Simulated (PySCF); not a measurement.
# Run report: C$_{7}$H$_{10}$OSi, NMR shielding calculation

System: C$_{7}$H$_{10}$OSi.
Method: GIAO PBE0/pcSseg-1 NMR shielding, non-relativistic, gas phase (PySCF 2.14.0).

The geometry comes from this level: PBE0-D3(BJ)/def2-SVP. It belongs to a series of runs on one base structure; here: constitutional isomer. Figures and captions count atoms from 1; the log counts them from 0 in places.

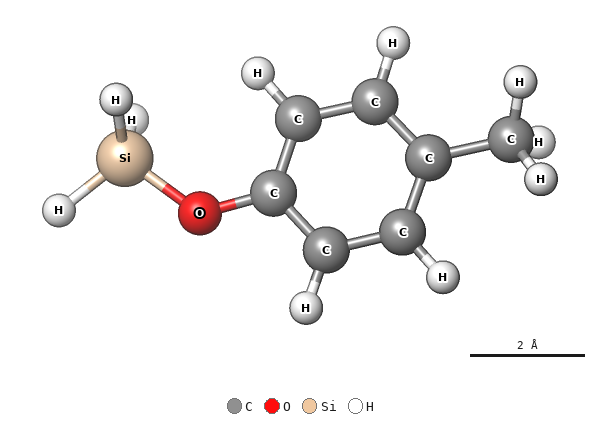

The structure as given in the input (ball-and-stick view, seen at a tilt).

**Input file**
```
{"job": {"kind": "nmr", "xc": "PBE0", "basis": "pcSseg-1"}, "charge": 0, "multiplicity": 1}
C     -3.281583     0.677080    -0.009613
C     -1.806964     0.432449    -0.152199
C     -1.285539    -0.867557    -0.166361
C      0.080368    -1.103541    -0.266811
C      0.971607    -0.030970    -0.357981
O      2.292746    -0.311218    -0.457793
Si     3.580799     0.753393    -0.586607
C      0.471300     1.273954    -0.349314
C     -0.900835     1.492642    -0.248238
H     -3.870096    -0.152909    -0.427391
H     -3.568771     0.779418     1.050619
H     -3.588735     1.601555    -0.520209
H     -1.967989    -1.719798    -0.099551
H      0.482439    -2.118412    -0.281049
H      4.788489    -0.107667    -0.668329
H      3.651884     1.647117     0.608268
H      3.452181     1.594969    -1.814221
H      1.151614     2.127138    -0.426086
H     -1.273595     2.520961    -0.246744
```

The first line tells a small driver script what to run in PySCF; the rest is the geometry in Å.

Launched with:
```bash
OMP_NUM_THREADS=1 python <driver script> task.json out
```

**What the program printed**
```
coarse grid: 16512 points
cycle   1  E = -636.7733351049  dE =  1.295e+00  |g| = 6.515e-01  |ddm| = 4.204e+00
cycle   2  E = -636.6972866045  dE =  7.605e-02  |g| = 9.251e-01  |ddm| = 1.483e+00
cycle   3  E = -636.8564005110  dE = -1.591e-01  |g| = 1.279e-01  |ddm| = 9.473e-01
cycle   4  E = -636.8595272353  dE = -3.127e-03  |g| = 3.827e-02  |ddm| = 1.406e-01
cycle   5  E = -636.8598288372  dE = -3.016e-04  |g| = 1.661e-02  |ddm| = 5.135e-02
cycle   6  E = -636.8598995688  dE = -7.073e-05  |g| = 3.847e-03  |ddm| = 1.923e-02
cycle   7  E = -636.8599031293  dE = -3.560e-06  |g| = 1.160e-03  |ddm| = 4.357e-03
final grid: 155312 points
cycle   8  E = -636.9229594170  dE = -2.654e-05  |g| = 9.824e-03  |ddm| = 4.418e-02
cycle   9  E = -636.9229379699  dE =  2.145e-05  |g| = 1.458e-02  |ddm| = 2.083e-02
cycle  10  E = -636.9229791978  dE = -4.123e-05  |g| = 1.708e-03  |ddm| = 1.301e-02
cycle  11  E = -636.9229798443  dE = -6.465e-07  |g| = 2.651e-04  |ddm| = 1.878e-03
cycle  12  E = -636.9229798546  dE = -1.032e-08  |g| = 1.598e-04  |ddm| = 3.668e-04
cycle  13  E = -636.9229798615  dE = -6.961e-09  |g| = 2.759e-05  |ddm| = 1.872e-04
cycle  14  E = -636.9229798617  dE = -1.869e-10  |g| = 8.806e-06  |ddm| = 3.812e-05
```

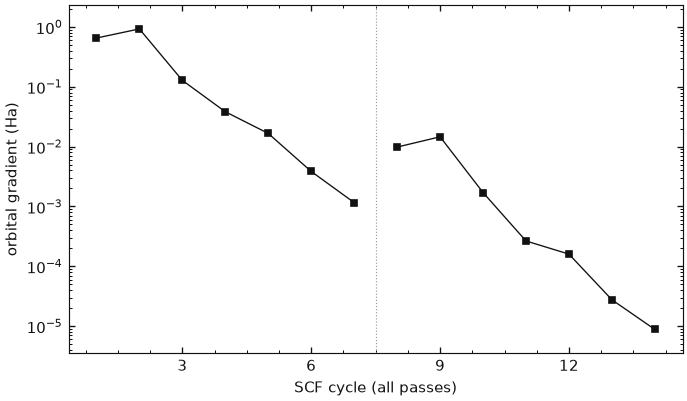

Convergence of the self-consistent field: orbital gradient against the SCF cycle. The dotted line marks the change from a coarse to the final integration grid. The first 7 cycles use a coarse grid, the final grid takes over at cycle 8, and the field converges after 14 cycles in all.

```
converged SCF energy = -636.9229798617

GIAO shielding tensors (ppm)
atom      isotropic    diamagn.    paramagn.     s11        s22        s33       span
  0 C      162.081     242.372     -80.292    141.945    156.213    188.084     46.139
  1 C       49.823     262.756    -212.933    -52.198     25.333    176.334    228.532
  2 C       48.230     253.451    -205.221    -55.785     41.618    158.858    214.643
  3 C       59.840     254.320    -194.479    -29.854     49.779    159.597    189.451
  4 C       24.121     255.368    -231.247    -65.579     22.057    115.885    181.464
  5 O      241.191     398.109    -156.918    166.377    253.994    303.201    136.824
  6 Si     389.458     878.129    -488.671    346.874    357.382    464.118    117.244
  7 C       66.400     261.397    -194.997    -22.211     57.262    164.150    186.361
  8 C       49.195     252.880    -203.685    -54.632     42.864    159.352    213.984
  9 H       29.101      27.300       1.801     24.197     28.410     34.696     10.499
 10 H       28.690      26.803       1.886     25.405     25.733     34.930      9.525
 11 H       29.071      27.102       1.969     24.150     28.462     34.601     10.450
 12 H       24.041      32.905      -8.864     20.333     23.799     27.990      7.657
 13 H       24.213      32.183      -7.970     20.340     24.330     27.969      7.629
 14 H       26.326      27.382      -1.056     22.678     24.940     31.359      8.681
 15 H       26.190      28.523      -2.333     23.215     24.532     30.822      7.607
 16 H       26.193      28.033      -1.841     23.206     24.559     30.814      7.608
 17 H       24.626      33.753      -9.128     20.452     24.496     28.929      8.477
 18 H       24.086      32.686      -8.600     20.328     23.630     28.299      7.970
```

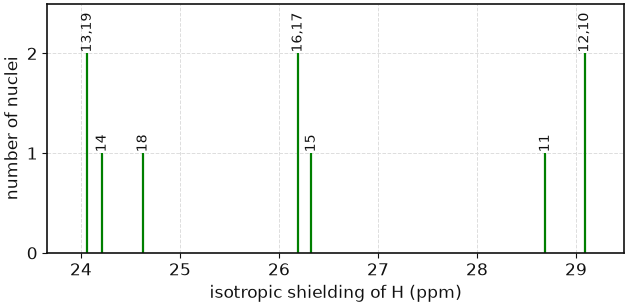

Isotropic shieldings of the hydrogen nuclei in this fixed geometry, labelled by atom number; shielding grows to the right, so chemical shift grows to the left. The least shielded is H13 (24.0 ppm), the most shielded H10 (29.1 ppm).

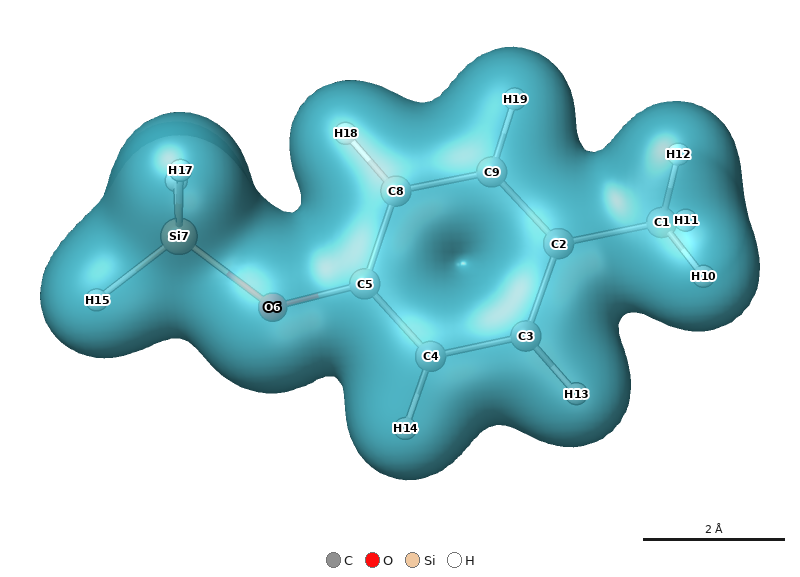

Isosurface of the electron density at 0.1 e/Å³ (cyan), seen face on. At this value the surface is in one piece. On the grid the lowest density along these lines, outside the cores, is 1.9 e/Å³ (C–O, 1.35 Å), 2.1 e/Å³ (C–C, 1.39 Å), 0.89 e/Å³ (Si–O, 1.68 Å) and 1.9 e/Å³ (C–H, 1.09 Å).

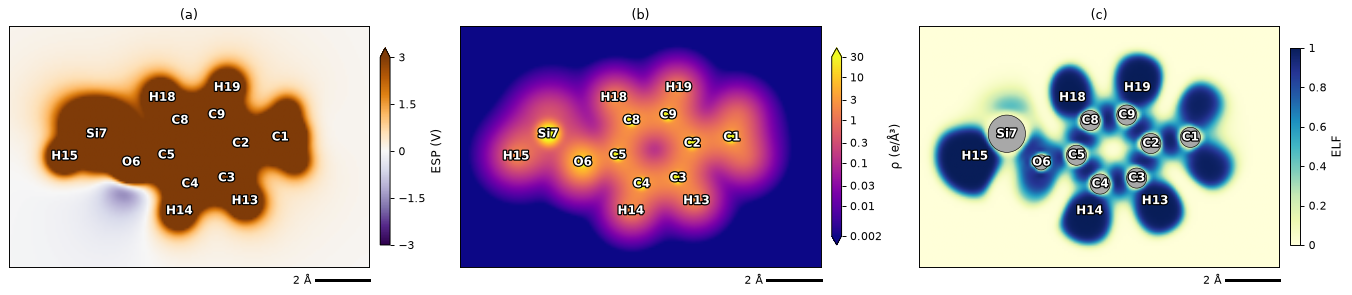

(a) molecular electrostatic potential; (b) total electron density; (c) ELF on the plane of atoms C4, C3 and H13. Grey discs, where drawn, cover atomic cores. Atoms in the plane: C, O, Si and H.

**Key numbers**

| quantity | value |
| --- | --- |
| outcome | converged |
| total energy | −636.922980 hartree |
| HOMO | −6.42 eV |
| LUMO | −0.25 eV |
| dipole moment | 0.86 D |
| isotropic shielding, C | 24.1 to 162.1 ppm |
| isotropic shielding, O | 241.2 ppm |
| isotropic shielding, Si | 389.5 ppm |
| isotropic shielding, H | 24.0 to 29.1 ppm |
| hardware | 1 CPU thread, shared host |
| wall time | 84 s |
| peak memory | 0.97 GiB |
